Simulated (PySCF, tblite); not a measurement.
# C₉H₇N: excited states

Wanted: excited states for C₉H₇N (`c1ccc2cccc-2nc1`).

Programs: tblite 0.8.0 and PySCF 2.14.0, with routines of our own; each step states its level. All values are computed. Atoms count from 0.

## 1. The system as given

17 atoms, charge 0, multiplicity 1; geometry from: force field or distance geometry start.

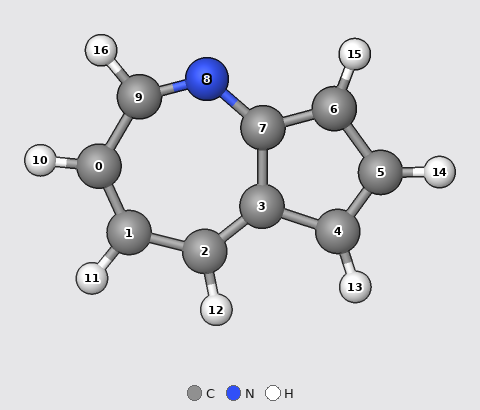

The starting geometry (carbon grey, nitrogen blue, hydrogen white).

## 2. Optimising the geometry with GFN2-xTB

Job settings and geometry (Å):

```
{"job": {"kind": "relax", "xc": "GFN2-xTB", "basis": "xTB"}, "charge": 0, "multiplicity": 1}
C      2.425400    -0.266500    -0.192100
C      1.950700     0.942700     0.150800
C      0.595100     1.329100     0.338500
C     -0.499500     0.574300     0.169300
C     -1.851200     1.072600     0.389900
C     -2.697600     0.057600     0.142300
C     -1.925300    -1.112800    -0.217900
C     -0.605000    -0.828900    -0.196300
N      0.361100    -1.738000    -0.493400
C      1.611300    -1.473900    -0.479400
H      3.485600    -0.414300    -0.285700
H      2.678900     1.725400     0.343600
H      0.447000     2.374600     0.636900
H     -2.110100     2.077800     0.667900
H     -3.772300     0.095300     0.206900
H     -2.358800    -2.073500    -0.443800
H      2.257800    -2.329400    -0.747400
```

Launch:

```sh
> OMP_NUM_THREADS=1 python excited_run.py task.json out
```

One launch serves the whole session: the jobs run in the order shown.

Standard output:

```text
step      E/eV     max force
  0    -698.76506    2.169
  1    -698.96901    0.780
  2    -699.01996    0.554
  3    -699.03614    0.378
  4    -699.05115    0.247
  5    -699.05699    0.169
  6    -699.06061    0.154
  7    -699.06359    0.147
  8    -699.06540    0.110
  9    -699.06630    0.070
 10    -699.06693    0.065
 11    -699.06753    0.076
 12    -699.06802    0.061
 13    -699.06834    0.052
 14    -699.06859    0.041
 15    -699.06884    0.039
 16    -699.06905    0.038
 17    -699.06918    0.022
 18    -699.06925    0.017
 19    -699.06928    0.013
 20    -699.06930    0.009
```

Run time: 0.15 s. Hardware: 1 thread of Arm Neoverse V1, shared host.

Along the way:

| step | energy from step 0 (eV) | largest force (eV/Å) |
| --- | --- | --- |
| 0 | 0.0000 | 2.1691 |
| 1 | -0.2040 | 0.7798 |
| 2 | -0.2549 | 0.5537 |
| 3 | -0.2711 | 0.3776 |
| 4 | -0.2861 | 0.2466 |
| 5 | -0.2919 | 0.1689 |
| 6 | -0.2956 | 0.1538 |
| 7 | -0.2985 | 0.1475 |
| 8 | -0.3003 | 0.1101 |
| 9 | -0.3012 | 0.0697 |
| 10 | -0.3019 | 0.0653 |
| 11 | -0.3025 | 0.0756 |
| 12 | -0.3030 | 0.0610 |
| 13 | -0.3033 | 0.0524 |
| 14 | -0.3035 | 0.0413 |
| 15 | -0.3038 | 0.0386 |
| 16 | -0.3040 | 0.0385 |
| 17 | -0.3041 | 0.0224 |
| 18 | -0.3042 | 0.0169 |
| 19 | -0.3042 | 0.0127 |
| 20 | -0.3042 | 0.0094 |

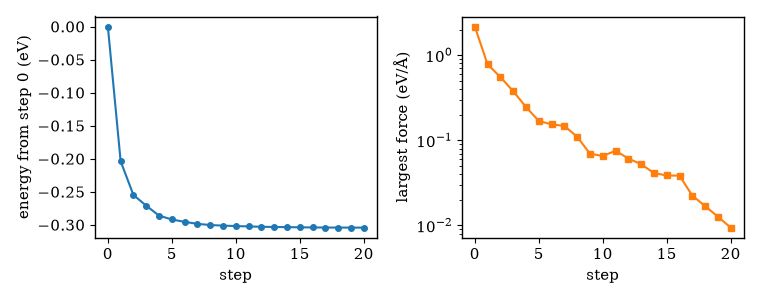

Energy and force, step by step.

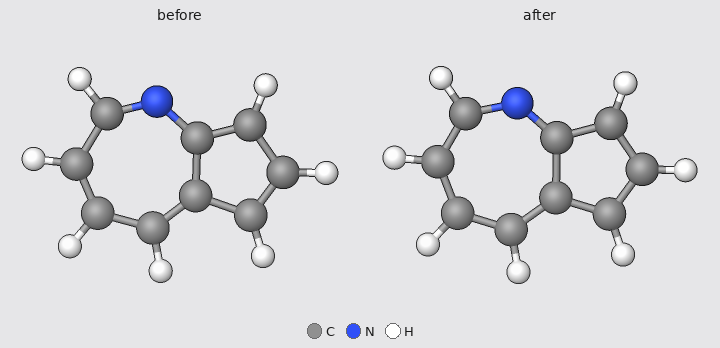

Before and after, at one scale.

Distances of close pairs at the start and the end, largest changes first:

| bond | before (Å) | after (Å) | change (Å) |
| --- | --- | --- | --- |
| C0–C9 | 1.484 | 1.398 | -0.086 |
| C3–C4 | 1.457 | 1.393 | -0.064 |
| C3–C7 | 1.454 | 1.511 | +0.057 |
| C5–C6 | 1.448 | 1.392 | -0.056 |
| C4–C5 | 1.345 | 1.394 | +0.049 |
| C7–N8 | 1.359 | 1.311 | -0.048 |
| C6–C7 | 1.351 | 1.395 | +0.044 |
| C0–C1 | 1.344 | 1.385 | +0.041 |

The end geometry stands in the next job.

## 3. Harmonic vibrations with GFN2-xTB

Job settings and geometry (Å):

```
{"job": {"kind": "ir", "xc": "GFN2-xTB", "basis": "xTB"}, "charge": 0, "multiplicity": 1}
C      2.382938    -0.304533    -0.201109
C      1.945080     0.956472     0.166437
C      0.633233     1.386078     0.348798
C     -0.513872     0.637130     0.198549
C     -1.827328     1.065655     0.378923
C     -2.689458    -0.000792     0.129456
C     -1.960178    -1.135125    -0.215284
C     -0.601678    -0.818748    -0.194901
N      0.345914    -1.679916    -0.476194
C      1.639595    -1.456014    -0.479046
H      3.456114    -0.426465    -0.288285
H      2.716289     1.698761     0.332127
H      0.496398     2.422148     0.640404
H     -2.121817     2.059929     0.663667
H     -3.762830     0.046114     0.194205
H     -2.359566    -2.100470    -0.459191
H      2.214168    -2.338195    -0.748465
```

Standard output:

```text
mode    cm-1     km/mol
  1     100.0      0.62
  2     151.4      2.25
  3     289.2      0.42
  4     336.2      2.59
  5     395.2      2.46
  6     397.6      0.34
  7     493.5      1.72
  8     512.2      0.18
  9     556.5      0.01
 10     696.8      7.94
 11     703.4      2.29
 12     714.2      8.05
 13     743.3      6.96
 14     787.2     32.97
 15     793.6      7.06
 16     816.2      3.80
 17     863.9      8.17
 18     870.2      1.32
 19     876.9      1.56
 20     920.8      1.09
 21     924.1      0.09
 22     993.4      8.58
 23    1039.3      5.41
 24    1062.5      0.21
 25    1085.1      0.70
 26    1165.8      1.23
 27    1173.3      6.29
 28    1243.7     18.02
 29    1286.5      1.37
 30    1317.3      3.01
 31    1336.5     23.43
 32    1380.0      1.49
 33    1439.4     30.49
 34    1446.3      7.61
 35    1504.9      6.40
 36    1529.1     15.64
 37    1567.0     28.26
 38    1585.8      6.39
 39    3007.9     33.10
 40    3030.2     20.77
 41    3043.6     29.03
 42    3059.0     55.54
 43    3118.8     19.12
 44    3130.8     56.08
 45    3162.0     23.11
```

Run time: 0.61 s. Hardware: 1 thread of Arm Neoverse V1, shared host.

The strongest bands and the atoms that carry them (share of the mass-weighted mode):

| cm⁻¹ | km/mol | atoms |
| --- | --- | --- |
| 787 | 33.0 | H13 44 %, H15 19 % |
| 1336 | 23.4 | C3 31 %, H12 24 %, C7 14 % |
| 1439 | 30.5 | C6 20 %, C4 15 %, C5 12 % |
| 1567 | 28.3 | N8 29 %, C7 23 %, C1 15 %, C2 12 % |
| 3008 | 33.1 | H16 91 % |
| 3044 | 29.0 | H10 64 %, H11 27 % |
| 3059 | 55.5 | H11 60 %, H10 27 % |
| 3131 | 56.1 | H13 63 %, H14 28 % |

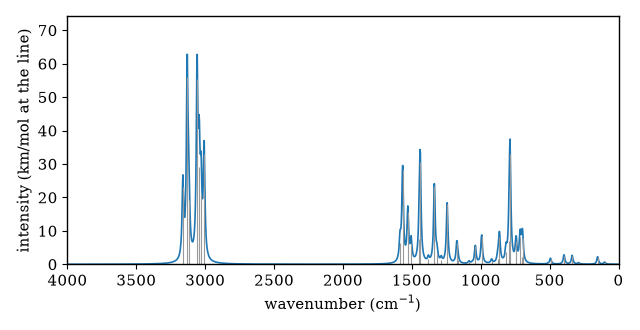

The infrared spectrum from these modes, unscaled. Lines are broadened to a width of 14 cm⁻¹ (Lorentzian).

## 4. Excited states: TDA B3LYP/def2-SVPD

Settings changed since step 3:

```diff
@@ -1,2 +1,2 @@
-{"job": {"kind": "ir", "xc": "GFN2-xTB", "basis": "xTB"}, "charge": 0, "multiplicity": 1}
+{"job": {"kind": "states", "xc": "B3LYP", "basis": "def2-SVPD", "tda": true, "soc": true, "nstates": 8, "ntriplets": 6, "nquad": 4}, "charge": 0, "multiplicity": 1}
 C      2.382938    -0.304533    -0.201109
```

Method: TDA B3LYP/def2-SVPD excited states, vertical, gas phase, spin-orbit mean-field couplings.

Standard output:

```text
coarse grid: 15176 points
cycle   1  E = -401.4621599547  dE =  1.849e+00  |g| = 4.342e-01  |ddm| = 1.845e+01
cycle   2  E = -401.3972504945  dE =  6.491e-02  |g| = 6.328e-01  |ddm| = 4.760e+00
cycle   3  E = -401.4965400619  dE = -9.929e-02  |g| = 2.462e-01  |ddm| = 2.246e+00
cycle   4  E = -401.5165828366  dE = -2.004e-02  |g| = 5.476e-02  |ddm| = 8.036e-01
cycle   5  E = -401.5172908050  dE = -7.080e-04  |g| = 2.558e-02  |ddm| = 1.923e-01
cycle   6  E = -401.5174286714  dE = -1.379e-04  |g| = 7.404e-03  |ddm| = 1.170e-01
cycle   7  E = -401.5174410092  dE = -1.234e-05  |g| = 3.124e-03  |ddm| = 4.347e-02
cycle   8  E = -401.5174438189  dE = -2.810e-06  |g| = 4.990e-04  |ddm| = 1.199e-02
final grid: 149472 points
cycle   9  E = -401.5955660206  dE = -5.587e-05  |g| = 5.410e-03  |ddm| = 3.525e-01
cycle  10  E = -401.5955626081  dE =  3.412e-06  |g| = 6.526e-03  |ddm| = 6.561e-02
cycle  11  E = -401.5955736814  dE = -1.107e-05  |g| = 1.684e-03  |ddm| = 3.401e-02
cycle  12  E = -401.5955744657  dE = -7.842e-07  |g| = 3.215e-04  |ddm| = 6.641e-03
cycle  13  E = -401.5955744848  dE = -1.911e-08  |g| = 2.055e-04  |ddm| = 1.684e-03
cycle  14  E = -401.5955744962  dE = -1.144e-08  |g| = 7.419e-05  |ddm| = 6.201e-04
cycle  15  E = -401.5955744978  dE = -1.594e-09  |g| = 2.797e-05  |ddm| = 2.899e-04
cycle  16  E = -401.5955744980  dE = -2.144e-10  |g| = 4.993e-06  |ddm| = 7.963e-05
converged SCF energy = -401.5955744980

Singlet excitations
state   eV       nm        f     d(h-e)  d(exc)  Lambda  PR(NTO)  |dmu|/D   mu/D   main configurations
  1   2.3568   526.1   0.01154   0.856   3.231   0.571   1.081    1.177    1.828   H->L 0.95
  2   3.1846   389.3   0.00078   1.372   3.087   0.476   1.003    2.670    1.389   H-2->L 0.99
  3   3.7204   333.3   0.00212   0.994   3.431   0.833   2.021    1.539    2.142   H->L+1 0.51, H-1->L 0.47
  4   4.1301   300.2   0.00071   1.314   3.146   0.398   1.002    2.444    1.039   H-2->L+1 0.99
  5   4.9101   252.5   0.11569   0.677   3.359   0.743   1.538                     H-1->L+1 0.73, H-3->L 0.13
  6   5.4619   227.0   0.00000   2.584   4.740   0.279   1.003                     H->L+2 0.99
  7   5.8080   213.5   1.78629   0.859   3.337   0.792   2.271                     H-1->L 0.43, H->L+1 0.36
  8   6.0643   204.4   0.00137   0.976   4.690   0.265   1.007                     H->L+3 0.94

Triplet excitations (Tamm-Dancoff)
state   eV     d(h-e)  d(exc)  Lambda  PR(NTO)   main configurations
  1   1.8284   0.793   3.236   0.563   1.005   H->L 0.99
  2   2.4403   0.601   3.191   0.831   1.829   H->L+1 0.66, H-1->L 0.32
  3   2.6993   1.264   2.965   0.473   1.005   H-2->L 0.94
  4   2.7261   0.612   3.311   0.840   1.793   H-1->L 0.67, H->L+1 0.33
  5   3.8833   0.637   3.376   0.739   1.036   H-1->L+1 0.98
  6   3.9603   1.334   3.133   0.401   1.007   H-2->L+1 0.95
S1 - T1 = 0.5284 eV

Spin-orbit couplings |<S|Hso|T>| (cm-1)
             T1       T2       T3       T4       T5       T6
S0        0.029    0.027   19.165    0.429    0.083   10.871
S1        0.005    0.051    3.909    0.082    0.019    2.357
S2        4.204    3.478    0.095    4.655    1.389    0.102
S3        0.044    0.012    4.611    0.100    0.048    2.389
S4        0.250    3.731    0.118    2.500    5.330    0.074
S5        0.015    0.030    1.516    0.037    0.045    4.988
S6        2.034    1.326    0.043    0.886    0.117    0.002
S7        0.027    0.012    2.929    0.063    0.029    2.330
S8        0.535    0.305    0.275    0.310    0.078    0.038
T1 sublevels (cm-1): 0.000 0.000 0.001   radiative rates (1/s): 0.000791 0.000229 0.000927
```

Wall time 67 s (1 thread of Arm Neoverse V1, shared host); peak memory 0.98 GiB.

From this job:

| quantity | value |
| --- | --- |
| S1 less T1 | 0.53 eV |

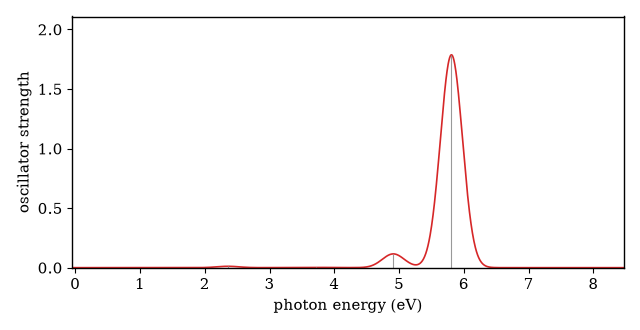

Absorption lines of the singlets. Lines are broadened to a width of 0.40 eV (Gaussian).

## 5. Excited states: TDDFT B3LYP/def2-SVPD

Settings changed since step 4:

```diff
@@ -1,2 +1,2 @@
-{"job": {"kind": "states", "xc": "B3LYP", "basis": "def2-SVPD", "tda": true, "soc": true, "nstates": 8, "ntriplets": 6, "nquad": 4}, "charge": 0, "multiplicity": 1}
+{"job": {"kind": "states", "xc": "B3LYP", "basis": "def2-SVPD", "tpa": true, "nstates": 6, "nquad": 5, "ntriplets": 0}, "charge": 0, "multiplicity": 1}
 C      2.382938    -0.304533    -0.201109
```

With the program's defaults for keys left out, this is: TDDFT B3LYP/def2-SVPD excited states, vertical, gas phase, two-photon moments by quadratic response.

Standard output:

```text
coarse grid: 15176 points
cycle   1  E = -401.4621599547  dE =  1.849e+00  |g| = 4.342e-01  |ddm| = 1.845e+01
cycle   2  E = -401.3972504945  dE =  6.491e-02  |g| = 6.328e-01  |ddm| = 4.760e+00
cycle   3  E = -401.4965400619  dE = -9.929e-02  |g| = 2.462e-01  |ddm| = 2.246e+00
cycle   4  E = -401.5165828366  dE = -2.004e-02  |g| = 5.476e-02  |ddm| = 8.036e-01
cycle   5  E = -401.5172908050  dE = -7.080e-04  |g| = 2.558e-02  |ddm| = 1.923e-01
cycle   6  E = -401.5174286714  dE = -1.379e-04  |g| = 7.404e-03  |ddm| = 1.170e-01
cycle   7  E = -401.5174410092  dE = -1.234e-05  |g| = 3.124e-03  |ddm| = 4.347e-02
cycle   8  E = -401.5174438189  dE = -2.810e-06  |g| = 4.990e-04  |ddm| = 1.199e-02
final grid: 149472 points
cycle   9  E = -401.5955660206  dE = -5.587e-05  |g| = 5.410e-03  |ddm| = 3.525e-01
cycle  10  E = -401.5955626081  dE =  3.412e-06  |g| = 6.526e-03  |ddm| = 6.561e-02
cycle  11  E = -401.5955736814  dE = -1.107e-05  |g| = 1.684e-03  |ddm| = 3.401e-02
cycle  12  E = -401.5955744657  dE = -7.842e-07  |g| = 3.215e-04  |ddm| = 6.641e-03
cycle  13  E = -401.5955744848  dE = -1.911e-08  |g| = 2.055e-04  |ddm| = 1.684e-03
cycle  14  E = -401.5955744962  dE = -1.144e-08  |g| = 7.419e-05  |ddm| = 6.201e-04
cycle  15  E = -401.5955744978  dE = -1.594e-09  |g| = 2.797e-05  |ddm| = 2.899e-04
cycle  16  E = -401.5955744980  dE = -2.144e-10  |g| = 4.993e-06  |ddm| = 7.963e-05
converged SCF energy = -401.5955744980

Singlet excitations
state   eV       nm        f     d(h-e)  d(exc)  Lambda  PR(NTO)  |dmu|/D   mu/D   delta(TPA)   sigma/GM   main configurations
  1   2.2560   549.6   0.00737   0.836   3.223   0.572   1.105    1.225    1.839        2.74      0.005   H->L 0.98
  2   3.1532   393.2   0.00061   1.376   3.095   0.476   1.005    2.688    1.411        0.68      0.002   H-2->L 0.99
  3   3.5791   346.4   0.00231   0.964   3.422   0.830   2.060    1.465    2.104       11.17      0.052   H->L+1 0.54, H-1->L 0.45
  4   4.1170   301.2   0.00043   1.324   3.152   0.398   1.003    2.459    1.036        0.10      0.001   H-2->L+1 0.99
  5   4.7084   263.3   0.19142   0.672   3.345   0.748   1.423    0.993    2.118      222.12      1.804   H-1->L+1 0.68, H->L+1 0.12, H-1->L 0.10
  6   5.0543   245.3   0.92129   0.784   3.320   0.773   1.910                                            H-1->L 0.42, H->L+1 0.32, H-1->L+1 0.19
```

It took 68 s on 1 thread of Arm Neoverse V1, shared host; peak memory 1.1 GiB.

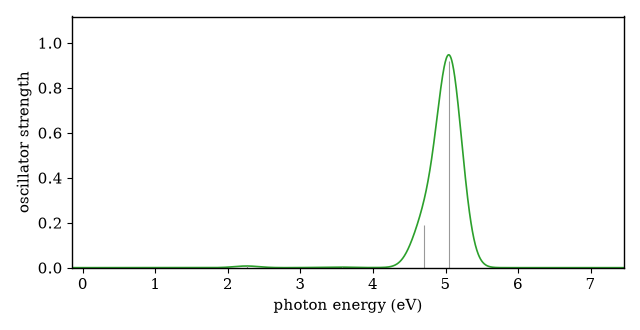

Absorption lines of the singlets. Lines are broadened to a width of 0.40 eV (Gaussian).

## 6. Summary of results

```
                                 quantity                 value
strongest single infrared mode (GFN2-xTB)  3131 cm⁻¹, 56 km/mol
             zero-point energy (GFN2-xTB)         81.0 kcal/mol
 S1 less T1 (step 4, TDA B3LYP/def2-SVPD)               0.53 eV
```

All 45 modes are real, so the xTB geometry is a minimum. The strongest single mode, at 3131 cm⁻¹, moves mainly H13. Unscaled tight-binding wavenumbers are off by several per cent, some by more. Its intensities can rank the bands wrongly. In step 4, the number of triplets below S1 is 1, and the largest singlet-triplet spin-orbit coupling is S0–T3, 19.16 cm⁻¹.
